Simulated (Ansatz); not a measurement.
# Calculations on RuCl2

### Relaxation

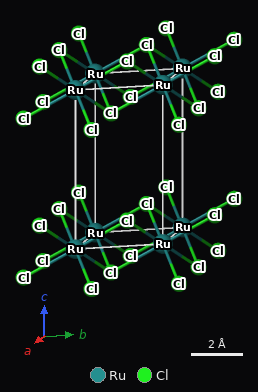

This is the input geometry for a relaxation of crystalline RuCl2 (built on the CdI2 type). A ball-and-stick model of the cell of the calculation, seen slightly off an axis.

Case: volume × 1.020.

Method: Ansatz 0.2.0, DFT PBE, scalar-relativistic, plane waves, PAW.

Input file:
```yaml
crystal:
  lattice:
    - [3.6229854226, 0.0, 0.0]
    - [-1.8114927113, 3.1375974135, 0.0]
    - [0.0, 0.0, 6.3842730031]
  atoms:
    - { symbol: Ru, position: [0.0, 0.0, 0.0] }
    - { symbol: Cl, position: [0.3333333333, 0.6666666667, 0.1927259863] }
    - { symbol: Cl, position: [0.6666666667, 0.3333333333, 0.8072740137] }
basis:
  ecutwfc: 420
  ecutrho_ratio: 4
kpoints:
  mp_grid: { grid: [12, 12, 6] }
hamiltonian:
  xc: pbe
scf:
  occupations: { method: gaussian, width: 0.05 }
output:
  forces: true
  stress: true
  eigenvalues: true
relax:
  f_tol: 0.01
  max_steps: 40
  cell: { stress_tol: 0.1, fix: [volume] }
```

Run as
```bash
ansatz run input.yaml --threads 2 --pin off --max-ram 2662MiB --backend cpu --events-out ev --progress --plain --runs-dir out
```

Predict the outcome.

Answer. After 2 accepted moves (3 points after the start) the energy has fallen by 2.0 meV per atom. The largest force component goes from 0.18 to 0.0088 eV/Å. The pressure goes from −1.39 to −0.05 GPa. At 1 point the geometry stayed and the basis and grid were re-selected for the new cell (energy shift of less than 0.05 meV per atom at most each time). The largest moves relative to the cell, 0.025 Å, are those of Cl2 and Cl3. Cl3 goes along +c. Ru stays in place. The drawn cell changes at constant volume: a = b 3.623 → 3.602 Å (−0.6 %), c 6.384 → 6.460 Å (+1.2 %). Near-neighbour distances that change, for instance: Ru1–Cl2 2.427 → 2.411 Å. The space group stays P-3m1 (No. 164).

Final geometry:

```
CELL_PARAMETERS angstrom
3.60166 0.00000 0.00000
-1.80083 3.11913 0.00000
0.00000 0.00000 6.46009
ATOMIC_POSITIONS crystal
Ru 0.00000 0.00000 0.00000
Cl 0.33333 0.66667 0.18892
Cl 0.66667 0.33333 0.81108
```

The end point in the same view:

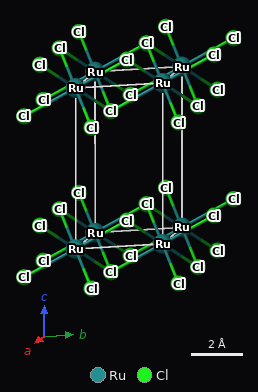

Limits of the set-up: layers or molecules are held without a dispersion correction, so their spacing is unreliable.

### Relaxation

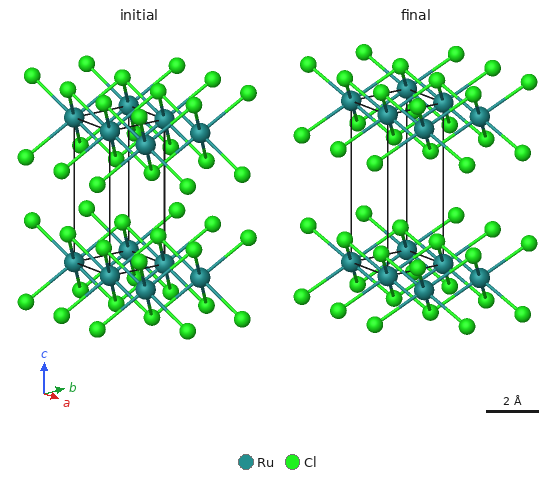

The structure of solid RuCl₂ (built on the CdI2 type) before (left) and after (right) a relaxation, at one scale.

The picture is a ball-and-stick view of the cell of the calculation, repeated 2 × 1 × 1 with one cell outlined, seen slightly off an axis.

The calculation used Ansatz, DFT PBE, scalar-relativistic, plane waves, PAW. Set-up: plane-wave cutoff 420 eV; k-point mesh 12 × 12 × 6; occupations gaussian; smearing width 0.05 eV; no spin polarisation; cell and atoms relaxed; force threshold 0.01 eV/Å; at most 60 steps.

Describe what moved and what it gained.

The largest moves relative to the cell, 0.38 Å, are those of Cl atoms. Ru stays in place. The volume changes by +16.1 %, with a = b 3.526 → 3.599 Å (+2.1 %), c 5.689 → 6.342 Å (+11.5 %). Among the contacts that change: Cl–Ru 2.490 → 2.411 Å. Bond angles that change, for instance: Cl–Ru–Cl 89.8° → 83.4°, Ru–Cl–Ru 90.2° → 96.6°, Cl–Ru–Cl 90.2° → 96.6°. The space group stays P-3m1 (No. 164). After 8 accepted moves (10 points after the start) the energy has fallen by 111 meV per atom. The largest force component goes from 1.5 to 0.00036 eV/Å. The pressure goes from −4.68 to 0.00 GPa. The SCF was repeated twice at an unchanged geometry on a basis and grid sized afresh for the cell, which shifted the energy by 0.6 meV per atom at most. The run took 37 s on 2 threads of Arm Neoverse V2, on a shared host, peak memory 0.41 GiB.

Limits of the set-up: layers or molecules are held without a dispersion correction, so their spacing is unreliable.

### A change

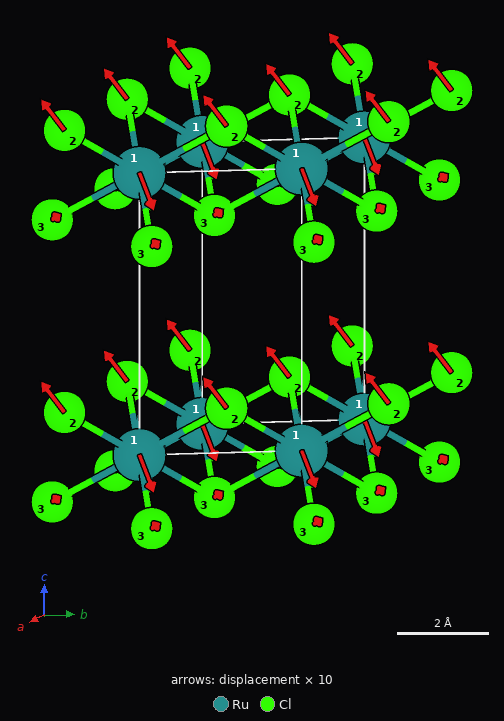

Crystalline RuCl₂ (built on the CdI2 type). The red arrows show how the atoms are displaced (without the part that the change of the cell carries along), magnified 10 times. Besides, the cell is strained by +1.5 % roughly along b, +0.3 % along [2 1 −1], −1.2 % roughly along [3 1 1] (volume +0.6 %). The picture is a ball-and-stick view of the cell of the calculation, seen slightly off an axis.

Method: Ansatz, DFT PBE, scalar-relativistic, plane waves, PAW. Set-up: plane-wave cutoff 420 eV; k-point mesh 12 × 12 × 6; occupations gaussian; smearing width 0.05 eV; no spin polarisation.

Describe the displacements and the computed response.

Atoms are displaced by up to 0.11 Å (root mean square over those that move 0.09 Å) relative to the cell: Cl2 0.10 Å roughly along [−2 −2 1], Ru1 0.11 Å roughly along [2 2 −1]. No relaxation follows. It costs 40.2 meV per atom. The pressure goes from 0.0 to −0.9 GPa. The principal stresses (compression positive) are 0.2 GPa roughly along [1 0 −1], −0.4 GPa roughly along [3 3 1], −2.6 GPa along [1 −3 1]. The largest force is 1.4 eV/Å, on Ru1, roughly along [−3 −2 1]. The forces mostly point back along the displacements (cosine −0.88). Some distances before and after: Cl–Ru 2.411 → 2.286 to 2.595 Å. The space group (tolerance 0.01 Å) goes from P-3m1 (No. 164) to P1 (No. 1).

Limits of the set-up: layers or molecules are held without a dispersion correction, so their spacing is unreliable.
